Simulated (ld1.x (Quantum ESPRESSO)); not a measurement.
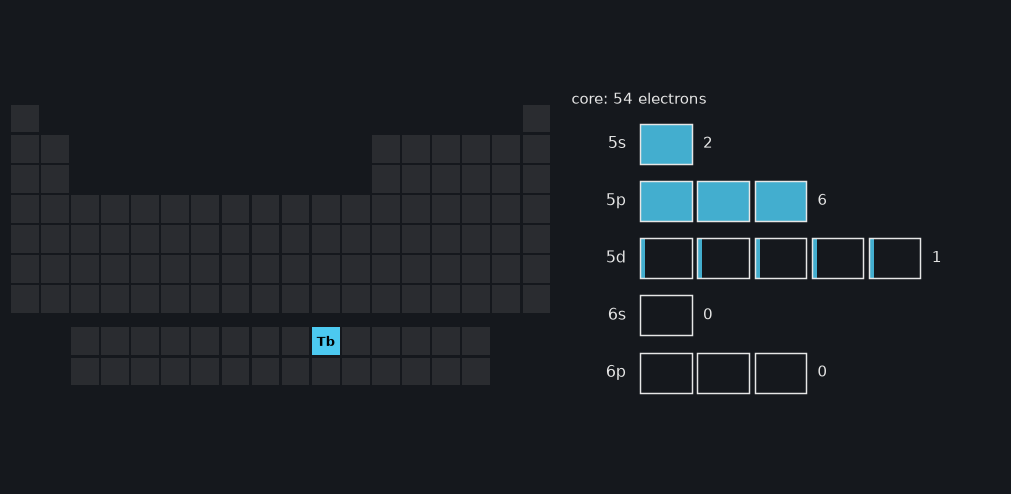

*Left, the place of terbium in the periodic table; right, the valence shells of the reference configuration: a box for each of the 2l + 1 orbitals, shaded by the share of the shell that is filled, with the electron count at the right. The shells are those of the unaltered input.*

**Tb: pseudopotential generation**

- system: terbium (Tb, Z = 65), core [Kr] 4d10 4f8, reference valence 5s2 5p6 5d1 6s0 6p0 (an ion of charge +2), valence charge 11. (This line and the method describe the unaltered input from which the odd one was made.)
- method: TM potential, PBEsol, scalar-relativistic, made with ld1.x (Quantum ESPRESSO) 7.5

### What the run reported

| quantity | value |
| --- | --- |
| outcome | generated; ld1.x warns of wrong node counts |
| hardware | 1 CPU thread, shared host |
| wall time | 0.88 s |

### What is odd here

One thing in this input was made odd on purpose: mesh step dx=0.03. The program ran to the end. The all-electron total energy moves by −0.027 Ry against the unaltered input (−23408.3322 Ry), a numerical error of the setting. The pseudo-atom meets the occupied all-electron levels that the test lists within 0.00005 Ry. In the reference test the empty 6p level comes out at −0.826 Ry against −0.782 Ry all-electron. No test for ghost states or cutoffs was run on this potential, so its soundness isn't shown. ld1.x warns that it found 2 nodes in place of 1 for the s state with pseudo n = 2. It picks states by counting nodes, so it can end on another state than the one meant. The open f shell is frozen into the core, so the potential fits one valence alone and carries no f magnetism.

### Input file
```
 &input
   title='Tb', zed=65., rel=1, dft='PBESOL', iswitch=3, dx=0.03,
   config='[Xe] 4f8 5d1 6s0 6p0',
   nld=3, rlderiv=2.55, eminld=-7.0, emaxld=5.0, deld=0.02
 /
 &inputp
   pseudotype=2, tm=.true., lloc=2,
   nlcc=.false.,
   file_pseudopw='Tb.UPF', file_wfcaegen='ae.wfc', file_wfcncgen='nc.wfc', file_beta='beta', file_chi='chi'
 /
3
5S  1  0   2.00   0.00  1.40  1.40  0.0
5P  2  1   6.00   0.00  2.30  2.30  0.0
5D  3  2   1.00   0.00  2.35  2.35  0.0
 &test
   configts(1)='5s2 5p6 5d1 6s0 6p0'
 /
```

Launched with:
```bash
ld1.x < Tb.in > Tb.out
```

### The program's output
```
     Program LD1 v.7.5
     --------------------------- All-electron run ----------------------------

     Tb
     scalar relativistic calculation

     atomic number is 65.00
     dft =PBESOL   lsd =0 sic =0 latt =0  beta=0.20 tr2=1.0E-14
     Exchange-correlation= PBESOL
                           (   1   4  10   8   0   0   0)
     mesh = 527 r(mesh) = 100.04426 a.u. xmin = -7.00 dx = 0.03000
     1 Ry =  13.60569312 eV, c = 137.03599908

     n l     nl                  e(Ry)          e(Ha)          e(eV)
     1 0     1S 1( 2.00)     -3811.7382     -1905.8691    -51861.3396
     2 0     2S 1( 2.00)      -633.1702      -316.5851     -8614.7198
     2 1     2P 1( 6.00)      -562.8360      -281.4180     -7657.7743
     3 0     3S 1( 2.00)      -141.6658       -70.8329     -1927.4612
     3 1     3P 1( 6.00)      -119.9800       -59.9900     -1632.4117
     4 0     4S 1( 2.00)       -29.2856       -14.6428      -398.4513
     4 1     4P 1( 6.00)       -22.1358       -11.0679      -301.1733
     3 2     3D 1(10.00)       -91.7168       -45.8584     -1247.8711
     5 0     5S 1( 2.00)        -4.7938        -2.3969       -65.2232
     5 1     5P 1( 6.00)        -3.0700        -1.5350       -41.7695
     4 2     4D 1(10.00)       -12.3237        -6.1619      -167.6727
     4 3     4F 1( 8.00)        -1.6838        -0.8419       -22.9093
     5 2     5D 1( 1.00)        -1.1127        -0.5564       -15.1392
     6 0     6S 1( 0.00)        -1.1080        -0.5540       -15.0748
     6 1     6P 1( 0.00)        -0.7823        -0.3911       -10.6432

     final scf error:  9.1E-15 reached in  32 iterations

     Etot =  -23408.359033 Ry,  -11704.179516 Ha, -318486.949516 eV

     Ekin =   25195.038075 Ry,   12597.519038 Ha,  342795.956274 eV
     Encl =  -57123.682525 Ry,  -28561.841262 Ha, -777207.294490 eV
     Eh   =    9022.826773 Ry,    4511.413386 Ha,  122761.812175 eV
     Exc  =    -502.541356 Ry,    -251.270678 Ha,   -6837.423474 eV

     normalization and overlap integrals

     s(1S/1S) =  1.000000  <r> =   0.0215  <r2> =    0.0006  r(max) =   0.0135
     s(2S/2S) =  1.000000  <r> =   0.0915  <r2> =    0.0099  r(max) =   0.0770
     s(2P/2P) =  1.000000  <r> =   0.0809  <r2> =    0.0080  r(max) =   0.0624
     s(3S/3S) =  1.000000  <r> =   0.2395  <r2> =    0.0655  r(max) =   0.2199
     s(3P/3P) =  1.000000  <r> =   0.2382  <r2> =    0.0657  r(max) =   0.2134
     s(4S/4S) =  1.000000  <r> =   0.5410  <r2> =    0.3303  r(max) =   0.5095
     s(4P/4P) =  1.000000  <r> =   0.5728  <r2> =    0.3732  r(max) =   0.5250
     s(3D/3D) =  1.000000  <r> =   0.2166  <r2> =    0.0551  r(max) =   0.1783
     s(5S/5S) =  1.000000  <r> =   1.3053  <r2> =    1.9160  r(max) =   1.1801
     s(5P/5P) =  1.000000  <r> =   1.5246  <r2> =    2.6354  r(max) =   1.3306
     s(4D/4D) =  1.000000  <r> =   0.6216  <r2> =    0.4483  r(max) =   0.5410
     s(4F/4F) =  1.000000  <r> =   0.8362  <r2> =    0.9153  r(max) =   0.5574
     s(5D/5D) =  1.000000  <r> =   2.3343  <r2> =    6.3743  r(max) =   1.8508
     s(6S/6S) =  1.000000  <r> =   3.3487  <r2> =   12.5448  r(max) =   2.9910
     s(6P/6P) =  1.000000  <r> =   4.1327  <r2> =   19.1081  r(max) =   3.6899

     ------------------------ End of All-electron run ------------------------

     --------------------- Generating NC pseudopotential ---------------------

      Generating local pot.: lloc=2, matching radius rcloc =   2.3500

      Wfc   5S  rcut= 1.413  Using Troullier-Martins method

      Wfc   5P  rcut= 2.283  Using Troullier-Martins method

     ------------------- End of pseudopotential generation -------------------

     --------------------------- All-electron run ----------------------------

     Tb
     scalar relativistic calculation

     atomic number is 65.00
     dft =PBESOL   lsd =0 sic =0 latt =0  beta=0.20 tr2=1.0E-14
     Exchange-correlation= PBESOL
                           (   1   4  10   8   0   0   0)
     mesh = 527 r(mesh) = 100.04426 a.u. xmin = -7.00 dx = 0.03000
     1 Ry =  13.60569312 eV, c = 137.03599908

     n l     nl                  e(Ry)          e(Ha)          e(eV)
     1 0     1S 1( 2.00)     -3811.7382     -1905.8691    -51861.3396
     2 0     2S 1( 2.00)      -633.1702      -316.5851     -8614.7198
     2 1     2P 1( 6.00)      -562.8360      -281.4180     -7657.7743
     3 0     3S 1( 2.00)      -141.6658       -70.8329     -1927.4612
     3 1     3P 1( 6.00)      -119.9800       -59.9900     -1632.4117
     4 0     4S 1( 2.00)       -29.2856       -14.6428      -398.4513
     4 1     4P 1( 6.00)       -22.1358       -11.0679      -301.1733
     3 2     3D 1(10.00)       -91.7168       -45.8584     -1247.8711
     5 0     5S 1( 2.00)        -4.7938        -2.3969       -65.2232
     5 1     5P 1( 6.00)        -3.0700        -1.5350       -41.7695
     4 2     4D 1(10.00)       -12.3237        -6.1619      -167.6727
     4 3     4F 1( 8.00)        -1.6838        -0.8419       -22.9093
     5 2     5D 1( 1.00)        -1.1127        -0.5564       -15.1392
     6 0     6S 1( 0.00)        -1.1080        -0.5540       -15.0748
     6 1     6P 1( 0.00)        -0.7823        -0.3911       -10.6432

     final scf error:  9.1E-15 reached in  32 iterations

     Etot =  -23408.359033 Ry,  -11704.179516 Ha, -318486.949516 eV

     Ekin =   25195.038075 Ry,   12597.519038 Ha,  342795.956274 eV
     Encl =  -57123.682525 Ry,  -28561.841262 Ha, -777207.294490 eV
     Eh   =    9022.826773 Ry,    4511.413386 Ha,  122761.812175 eV
     Exc  =    -502.541356 Ry,    -251.270678 Ha,   -6837.423474 eV

     normalization and overlap integrals

     s(1S/1S) =  1.000000  <r> =   0.0215  <r2> =    0.0006  r(max) =   0.0135
     s(2S/2S) =  1.000000  <r> =   0.0915  <r2> =    0.0099  r(max) =   0.0770
     s(2P/2P) =  1.000000  <r> =   0.0809  <r2> =    0.0080  r(max) =   0.0624
     s(3S/3S) =  1.000000  <r> =   0.2395  <r2> =    0.0655  r(max) =   0.2199
     s(3P/3P) =  1.000000  <r> =   0.2382  <r2> =    0.0657  r(max) =   0.2134
     s(4S/4S) =  1.000000  <r> =   0.5410  <r2> =    0.3303  r(max) =   0.5095
     s(4P/4P) =  1.000000  <r> =   0.5728  <r2> =    0.3732  r(max) =   0.5250
     s(3D/3D) =  1.000000  <r> =   0.2166  <r2> =    0.0551  r(max) =   0.1783
     s(5S/5S) =  1.000000  <r> =   1.3053  <r2> =    1.9160  r(max) =   1.1801
     s(5P/5P) =  1.000000  <r> =   1.5246  <r2> =    2.6354  r(max) =   1.3306
     s(4D/4D) =  1.000000  <r> =   0.6216  <r2> =    0.4483  r(max) =   0.5410
     s(4F/4F) =  1.000000  <r> =   0.8362  <r2> =    0.9153  r(max) =   0.5574
     s(5D/5D) =  1.000000  <r> =   2.3343  <r2> =    6.3743  r(max) =   1.8508
     s(6S/6S) =  1.000000  <r> =   3.3487  <r2> =   12.5448  r(max) =   2.9910
     s(6P/6P) =  1.000000  <r> =   4.1327  <r2> =   19.1081  r(max) =   3.6899

     ------------------------ End of All-electron run ------------------------

     Computing logarithmic derivative in   2.53635

       Warning: n=2, l=0 expected 1 nodes, found 2
       Setting wfc to zero for this iteration
       (This warning will only be printed once per wavefunction)

     Computing logarithmic derivative in   2.53635
     Computing the partial wave expansion
     R is outside the sphere for l=    0 j= 0.00
     R is outside the sphere for l=    1 j= 0.00
       no projector for channel:   2

     ---------------------- Testing the pseudopotential ----------------------

     Tb
     scalar relativistic calculation

     atomic number is 65.00   valence charge is 11.00
     dft =PBESOL   lsd =0 sic =0 latt =0  beta=0.20 tr2=1.0E-14
     mesh = 527 r(mesh) = 100.04426 xmin = -7.00 dx = 0.03000

     n l     nl             e AE (Ry)        e PS (Ry)    De AE-PS (Ry)
     1 0     5S   1( 2.00)       -4.79382       -4.79386        0.00005
     2 1     5P   1( 6.00)       -3.07000       -3.07000        0.00000
     3 2     5D   1( 1.00)       -1.11271       -1.11271        0.00000
     2 0     6S   1( 0.00)       -1.10798       -1.10798        0.00000
     3 1     6P   1( 0.00)       -0.78226       -0.82597        0.04371  !

     eps = 5.8E-15  iter =105

     Etot =  -23408.359033 Ry,  -11704.179516 Ha, -318486.949516 eV
     Etotps =   -73.577913 Ry,     -36.788956 Ha,   -1001.078502 eV

     Ekin =      20.437958 Ry,      10.218979 Ha,     278.072584 eV
     Encl =    -131.302411 Ry,     -65.651205 Ha,   -1786.460305 eV
     Ehrt =      47.075605 Ry,      23.537803 Ha,     640.496236 eV
     Ecxc =      -8.636249 Ry,      -4.318124 Ha,    -117.502153 eV
     Epseu=      -1.152816 Ry,      -0.576408 Ha,     -15.684864 eV

     ---------------------- End of pseudopotential test ----------------------
```
